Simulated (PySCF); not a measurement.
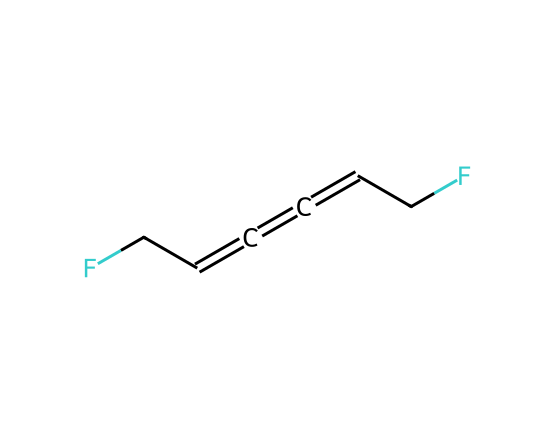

The geometry was computed by an optimisation with GFN2-xTB. No frequency run is at hand to confirm it as a minimum. Level of theory: CAM-B3LYP/def2-SVPD, gas phase (PySCF 2.14.0). Excitations: vertical, linear response.

Predict the main results.

The species is C₆H₆F₂ (`FCC=C=C=CCF`).
- dipole moment: 0.35 D
- HOMO energy (Kohn–Sham orbital): −8.44 eV
- LUMO energy (Kohn–Sham orbital): −0.95 eV
- HOMO–LUMO gap: 7.49 eV
- mean static polarisability: 88.1 bohr³
- lowest vertical singlet excitation: 4.25 eV
- its oscillator strength: 0.001
- brightest of the 8 lowest singlets: 7.69 eV
- its oscillator strength: 0.75
